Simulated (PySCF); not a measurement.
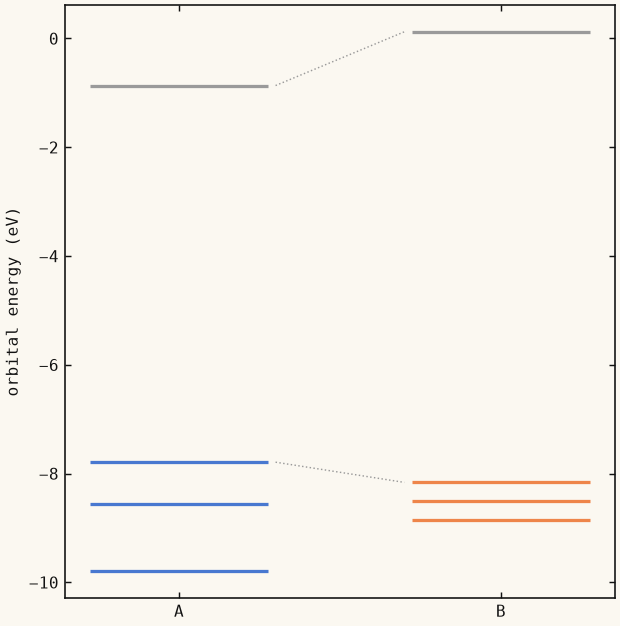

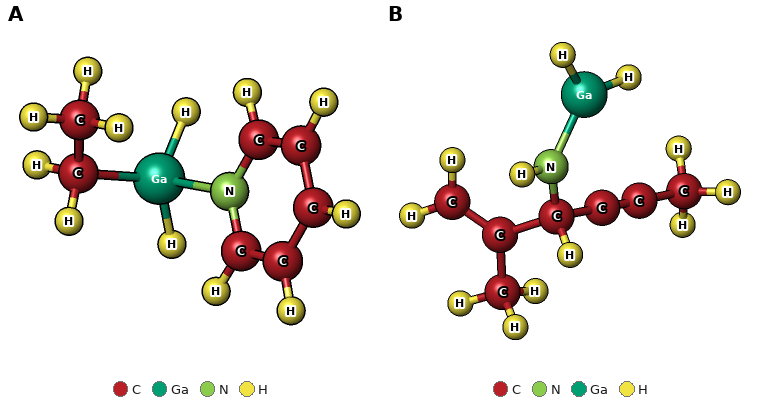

Related molecules: A is C₇H₁₂GaN, SMILES C[CH2][GaH2-][n+]1ccccc1, singlet; B is C₇H₁₂GaN, SMILES C=C(C)[C@@H](C#CC)[NH][GaH2], singlet. Frontier orbital energies, CAM-B3LYP/def2-SVPD, PySCF 2.14.0, at a PBE0-D3(BJ)/def2-SVP geometry (no frequency check); drawn are at most three filled levels and, in grey, the LUMO with any level within 0.03 eV of it; dotted lines join the HOMOs and the LUMOs.

What does the change do to the frontier levels?

Answer. From A to B the HOMO falls by 0.37 eV and the LUMO rises by 0.99 eV, so the separation goes from 6.93 to 8.29 eV.

Does the ΔSCF ionisation energy follow the HOMO?

Answer. A: −ε(HOMO) 7.79, ΔSCF 8.45 eV; B: −ε(HOMO) 8.16, ΔSCF 8.64 eV.

Limits of at least one run: empty levels above zero depend strongly on the basis; one conformer of a flexible molecule.
